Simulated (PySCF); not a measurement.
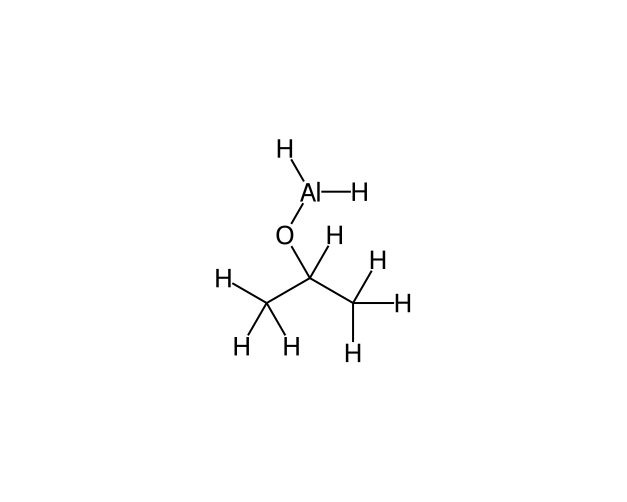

Source: calculation with PySCF.

Give its SMILES.

CC(C)[O][AlH2]

What is the molecular formula?

C3H9AlO.

An optimisation with PBE0-D3(BJ)/def2-SVP gave a structure of which point group?

C1. Other conformers may differ.
